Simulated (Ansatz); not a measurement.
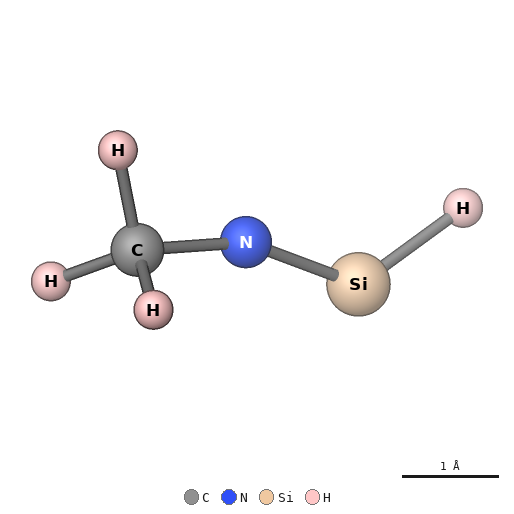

Distant atoms are faded towards the background colour. State: charge +1, singlet. The geometry was computed by an optimisation with PBE-D4/def2-SVP. No frequency run is at hand to confirm it as a minimum. Masses are those of the most abundant isotopes; constants are for the rigid equilibrium geometry.

What kind of rotor is it, and what are its rotational constants in GHz?

An asymmetric top (Cs): A = 106, B = 5.11, C = 5.04 GHz. Ray's parameter κ is −1.00, close to the prolate limit.
